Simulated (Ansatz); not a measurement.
The reference is HfN in the rock salt structure (space group Fm-3m, No. 225; a = 4.502 Å; relaxed with 0.1 eV smearing). Axes: x, y, z lie along the cube axes.

Structures relaxed with Kohn–Sham DFT with the PBEsol functional, run in Ansatz (a program for electronic structure) with PAW and 420 eV plane waves, spin-orbit coupling left out.

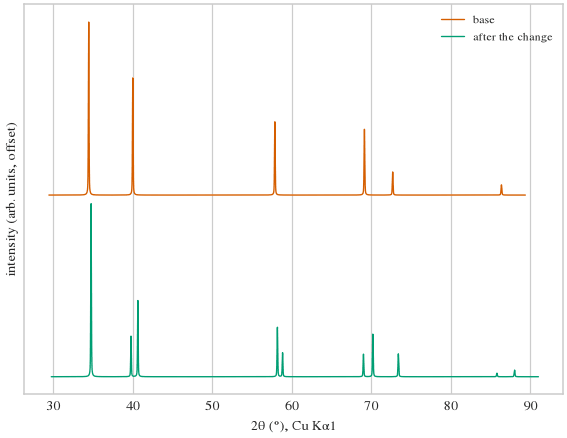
Fig. 1. Simulated powder patterns before (top) and after one change

Name the change that was made.
A) biaxial strain −0.50 %, plane normal [001], relaxed out of plane
B) biaxial strain −1.50 %, plane normal [001], relaxed out of plane
C) biaxial strain −3.00 %, plane normal [001], relaxed out of plane
D) biaxial strain +0.50 %, plane normal [001], relaxed out of plane

B, biaxial strain −1.50 %, plane normal [001], relaxed out of plane. Its volume per atom is 11.12 Å³ against 11.40 Å³, and its space group is I4/mmm (No. 139).

Stability against distortions was not tested. The final runs are not spin-polarised.
